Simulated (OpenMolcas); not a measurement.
CH₆O₃Sn: energy and gradient calculation (part 2 of 2)

The same run, continued: CH₆O₃Sn, SMILES C[Sn](O)(O)O; revPBE/def2-SVP, RKS (OpenMolcas 26.06). The geometry comes from this level: PBE0-D4/def2-TZVP.

Geometry of the input (Å):
```
C  -1.6348  0.8215  0.1612
Sn 0.2422  -0.1215  -0.0239
O  0.6584  -1.2741  1.5051
O  1.7180  1.1602  -0.1602
O  0.3586  -1.2599  -1.6145
H  -1.5124  1.7512  0.7149
H  -2.0268  1.0311  -0.8329
H  -2.3142  0.1588  0.6953
H  1.5324  -1.0934  1.8613
H  2.2935  0.9644  -0.9044
H  0.6853  -2.1383  -1.4020
```

## Log, continued
```
      SCF Algorithm: Conventional
      D(i)-D(i-1) density differences are used
      Number of density matrices in core                 5
      Maximum number of NDDO SCF iterations            400
      Maximum number of HF SCF iterations              400
      Threshold for SCF energy change             1.00E-10
      Threshold for density matrix                1.00E-07
      Threshold for Fock matrix                   1.00E-07
      Threshold for linear dependence             1.00E-09
      Threshold at which DIIS is turned on        1.50E-01
      Maximum depth in the DIIS procedure                5
      Maximum depth in the BFGS Hessian update          30
      Threshold at which QNR/C2DIIS is turned on  7.50E-02
      Threshold for Norm(delta) (QNR/C2DIIS)      1.00E-05
      All orbitals punched on: SCFORB
--

      Input vectors read from INPORB
      Orbital file label: *Guess orbitals

++ Convergence information
                                   REVPBE     iterations: Energy and convergence statistics

Iter     Tot. REVPBE     One-elec.       Two-elec.     Energy      Max Dij or  Max Fij      DNorm      TNorm      AccCon     Time
         Energy          Energy          Energy        Change      Delta Norm                                                in Sec.
   1  -461.891728083 -1367.983488653   603.869708941   0.00E+00    6.79E-01*   1.69E+01*    1.10E+01   2.22E+02   None         4.
   2  -479.365536717 -1397.234258774   615.646670427  -1.75E+01*   5.24E-01*   3.13E-01*    9.23E+00   2.24E+02   EDIIS        2.
   3  -475.035088576 -1393.120520509   615.863380303   4.33E+00*   4.08E-01*   1.24E-01*    9.02E+00   2.23E+02   EDIIS        2.
   4  -481.054114741 -1398.651150879   615.374984508  -6.02E+00*   2.44E-01*   8.33E-02*    4.25E+00   2.24E+02   EDIIS        2.
   5  -481.231528356 -1392.139296804   608.685716818  -1.77E-01*   9.44E-02*   4.58E-02*    1.77E+00   2.23E+02   EDIIS        2.
   6  -481.447066171 -1398.566552786   614.897434984  -2.16E-01*   1.32E-01*   2.45E-02*    6.80E-01   2.24E+02   c2DIIS       2.
   7  -481.443630322 -1395.910715145   612.245033193   3.44E-03*   1.80E-02*   1.43E-02*    6.61E-01   2.24E+02   c2DIIS       2.
   8  -481.470977584 -1396.283558356   612.590529142  -2.73E-02*   3.20E-02*   3.40E-03*    1.45E-01   2.24E+02   QNRc2DIIS    2.
   9  -481.470316364 -1396.869147408   613.176779414   6.61E-04*   2.06E-02*   6.92E-03*    1.66E-01   2.24E+02   QNRc2DIIS    3.
  10  -481.471314599 -1396.617111991   612.923745762  -9.98E-04*   3.25E-03*   9.32E-04*    9.30E-02   2.24E+02   QNRc2DIIS    2.
  11  -481.471343094 -1396.570898053   612.877503329  -2.85E-05*   5.19E-04*   1.59E-04*    1.93E-02   2.24E+02   QNRc2DIIS    2.
  12  -481.471343894 -1396.555523609   612.862128084  -8.01E-07*   1.11E-04*   2.47E-05*    2.32E-03   2.24E+02   QNRc2DIIS    2.
  13  -481.471343918 -1396.557558357   612.864162810  -2.33E-08*   4.58E-05*   6.05E-06*    5.59E-04   2.24E+02   QNRc2DIIS    2.
  14  -481.471343917 -1396.557735295   612.864339748   6.21E-10*   2.88E-05*   8.92E-06*    2.23E-04   2.24E+02   QNRc2DIIS    2.
  15  -481.471343919 -1396.557567708   612.864172159  -1.87E-09*   7.78E-06    1.81E-06*    1.26E-04   2.24E+02   QNRc2DIIS    2.
  16  -481.471343919 -1396.557557869   612.864162320  -1.06E-10*   3.52E-07    1.06E-07*    4.31E-05   2.24E+02   QNRc2DIIS    2.
  17  -481.471343919 -1396.557557752   612.864162203   1.14E-13*   6.73E-08    1.89E-08     1.68E-06   2.24E+02   QNRc2DIIS    2.
  18  -481.471343919 -1396.557558293   612.864162744  -5.68E-13    8.93E-09    1.48E-09     3.42E-07   2.24E+02   QNRc2DIIS    2.

       Convergence after  18 Iterations
--

 *****************************************************************************************************************************
 *                                             SCF/KS-DFT Program, Final results                                             *
 *                                                       Final Results                                                       *
 *****************************************************************************************************************************

::    Total KS-DFT energy                            -481.4713439190
      One-electron energy                           -1396.5575582930
      Two-electron energy                             612.8641627440
      Nuclear repulsion energy                        302.2220516300
      Kinetic energy (interpolated)                   347.7483709754
      Virial theorem                                    1.3845394662
      Total spin, S(S+1)                                0.0000000000
      Total spin, S                                     0.0000000000
      Max non-diagonal density matrix element           0.0000000041
      Max non-diagonal Fock matrix element              0.0000000005

      All orbitals with orbital energies smaller than  E(LUMO)+0.5 are printed

++    Molecular orbitals:
      -------------------

      Title: RKS-DFT orbitals

      Molecular orbitals for symmetry species 1: a

          Orbital            1         2         3         4         5         6         7         8         9        10
          Energy          -18.7503  -18.7503  -18.7503   -9.9231   -4.9043   -3.2866   -3.2866   -3.2835   -0.9694   -0.9694
          Occ. No.          2.0000    2.0000    2.0000    2.0000    2.0000    2.0000    2.0000    2.0000    2.0000    2.0000

          Orbital           11        12        13        14        15        16        17        18        19        20
          Energy           -0.9541   -0.9483   -0.9482   -0.8691   -0.8368   -0.8368   -0.6349   -0.4706   -0.4114   -0.4114
          Occ. No.          2.0000    2.0000    2.0000    2.0000    2.0000    2.0000    2.0000    2.0000    2.0000    2.0000

          Orbital           21        22        23        24        25        26        27        28        29        30
          Energy           -0.3726   -0.3726   -0.3256   -0.3018   -0.2724   -0.2724   -0.2376   -0.2376   -0.2332   -0.0447
          Occ. No.          2.0000    2.0000    2.0000    2.0000    2.0000    2.0000    2.0000    2.0000    2.0000    0.0000

          Orbital           31        32        33        34        35        36        37        38        39        40
          Energy            0.0234    0.0234    0.0439    0.0741    0.0951    0.0951    0.1056    0.1056    0.1343    0.2188
          Occ. No.          0.0000    0.0000    0.0000    0.0000    0.0000    0.0000    0.0000    0.0000    0.0000    0.0000

          Orbital           41        42        43        44        45        46
          Energy            0.2737    0.2737    0.2806    0.3551    0.3552    0.4226
          Occ. No.          0.0000    0.0000    0.0000    0.0000    0.0000    0.0000

--

++    Molecular charges:
      ------------------

      Mulliken charges per centre and basis function type
      ---------------------------------------------------

                C1      SN2     O3      O4      O5      H6      H7      H8      H9      H10     H11
      1s       3.1257  3.0983  3.7615  3.7615  3.7615  0.8986  0.8986  0.8986  0.7519  0.7519  0.7520
      2px      1.0496  2.6912  1.3809  1.4673  1.7732  0.0068  0.0076  0.0097  0.0310  0.0228  0.0213
      2pz      1.0270  2.4926  1.5777  1.5175  1.6128  0.0077  0.0128  0.0076  0.0199  0.0281  0.0189
      2py      1.0325  2.5413  1.7136  1.6873  1.2861  0.0120  0.0060  0.0092  0.0194  0.0194  0.0300
      3d2+     0.0019  2.0762  0.0023  0.0007  0.0011  0.0000  0.0000  0.0000  0.0000  0.0000  0.0000
      3d1+     0.0025  2.0741  0.0010  0.0019  0.0010  0.0000  0.0000  0.0000  0.0000  0.0000  0.0000
      3d0      0.0030  2.0767  0.0011  0.0015  0.0017  0.0000  0.0000  0.0000  0.0000  0.0000  0.0000
      3d1-     0.0039  2.0656  0.0014  0.0014  0.0022  0.0000  0.0000  0.0000  0.0000  0.0000  0.0000
      3d2-     0.0026  2.0716  0.0013  0.0016  0.0011  0.0000  0.0000  0.0000  0.0000  0.0000  0.0000
      Total    6.2485 21.1876  8.4407  8.4407  8.4408  0.9250  0.9250  0.9250  0.8222  0.8222  0.8222

      N-E     -0.2485  0.8124 -0.4407 -0.4407 -0.4408  0.0750  0.0750  0.0750  0.1778  0.1778  0.1778

      Total electronic charge=   58.000000

      Total            charge=   -0.000000
--

++    Molecular properties:
      ---------------------

      Charge (e):
                      =   -0.0000
      Dipole Moment (debye):
      Origin of the operator (angstrom)=    0.2787   -0.1399   -0.0275
                   X= -5.7203E-02               Y=  2.7618E-02               Z=  4.8317E-03           Total=  6.3704E-02
      Quadrupole Moment (debye*angstrom):
      Origin of the operator (angstrom)=    0.2787   -0.1399   -0.0275
                  XX= -4.2872E+01              XY= -4.1126E+00              XZ= -8.0490E-01              YY= -4.8982E+01
                  YZ=  4.0355E-01              ZZ= -5.0975E+01
      In traceless form (debye*angstrom)
                  XX=  7.1065E+00              XY= -6.1689E+00              XZ= -1.2074E+00              YY= -2.0588E+00
                  YZ=  6.0533E-01              ZZ= -5.0477E+00
--

--- Stop Module: scf /rc=_RC_ALL_IS_WELL_ ---
--- Module scf spent 51 seconds ---

--- Start Module: alaska ---

                                              &ALASKA

                       available to each process: 1.9 GB of memory, 1 thread

                     Threshold for contributions to the gradient: 1.000E-07

                    ********************************************
                    * Symmetry Adapted Cartesian Displacements *
                    ********************************************

           Irreducible representation : a
           Basis function(s) of irrep: x, y, xy, Rz, z, xz, Ry, yz, Rx, I

 Basis Label        Type   Center Phase
   1   C1           x         1     1
   2   C1           y         1     1
   3   C1           z         1     1
   4   SN2          x         2     1
   5   SN2          y         2     1
   6   SN2          z         2     1
   7   O3           x         3     1
   8   O3           y         3     1
   9   O3           z         3     1
  10   O4           x         4     1
  11   O4           y         4     1
  12   O4           z         4     1
  13   O5           x         5     1
  14   O5           y         5     1
  15   O5           z         5     1
  16   H6           x         6     1
  17   H6           y         6     1
  18   H6           z         6     1
  19   H7           x         7     1
  20   H7           y         7     1
  21   H7           z         7     1
  22   H8           x         8     1
  23   H8           y         8     1
  24   H8           z         8     1
  25   H9           x         9     1
  26   H9           y         9     1
  27   H9           z         9     1
  28   H10          x        10     1
  29   H10          y        10     1
  30   H10          z        10     1
  31   H11          x        11     1
  32   H11          y        11     1
  33   H11          z        11     1

                     No automatic utilization of translational and rotational invariance of the energy is employed.

 Rotational correction to the DFT gradient is turned off due to close-to-degeneracy problems!

 DFT contribution computed for a moving grid.

 Conventional ERI gradients!

 **************************************************
 *              Molecular gradients               *
 **************************************************

  Irreducible representation: a
 ------------------------------------------------------------------------------------------
                              X                       Y                       Z
 ------------------------------------------------------------------------------------------
  C1                1.05080492013521E-03   -5.21326893633045E-04   -9.90572411472268E-05
  SN2               1.08522396007293E-02   -5.44918432381403E-03   -1.07112565320000E-03
  O3                9.74526040121115E-03    1.81565453551435E-02   -1.46768683490723E-02
  O4               -9.49924906400845E-03   -2.08722654474371E-02   -1.06877276021642E-02
  O5                4.62224682939616E-03    2.57235298003700E-04    2.48710342759715E-02
  H6               -1.18607549211597E-03   -9.89890994874809E-03   -5.78745599001440E-03
  H7                4.28043523947830E-03   -2.20445351895693E-03    1.04666568359724E-02
  H8                7.25512756206026E-03    6.89543497188705E-03   -5.70173440497390E-03
  H9               -1.37221138036354E-02   -3.62658863661403E-03   -4.82806476376485E-03
  H10              -8.29788888910699E-03    3.85844875439123E-03    1.18773749419683E-02
  H11              -5.10078730401808E-03    1.34050643897172E-02   -4.36303204967736E-03
 ------------------------------------------------------------------------------------------

--- Stop Module: alaska /rc=_RC_ALL_IS_WELL_ ---
--- Module alaska spent 24 seconds ---

.##################.
.# Happy landing! #.
.##################.

    Timing: Wall=83.00 User=74.51 System=8.45
```

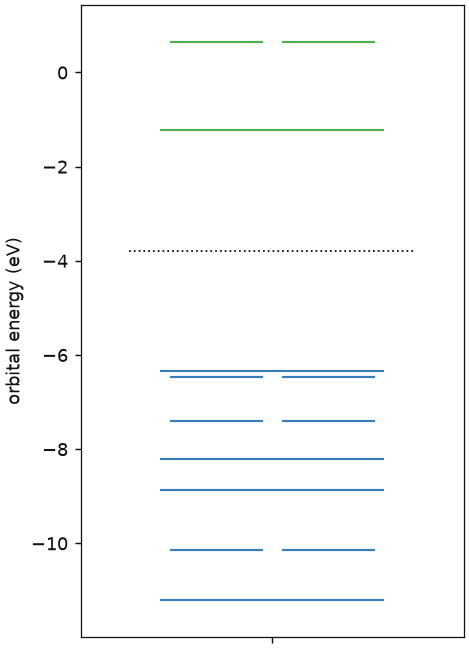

*Orbital energies near the frontier; the dotted line parts filled from empty levels, and levels within 0.02 eV of each other stand side by side.*

Highest filled −6.35 eV, lowest empty −1.22 eV, 5.13 eV apart.

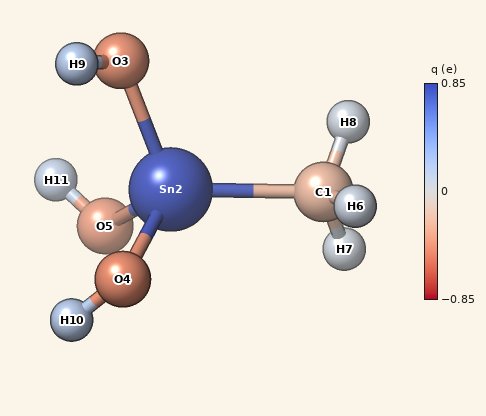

*Mulliken charges, as the colour of each atom (ball-and-stick view, seen at a tilt; atoms are numbered from 1 in the order of the input).*

By element: C −0.25, Sn +0.81, O −0.44 and H +0.07 to +0.18 e.
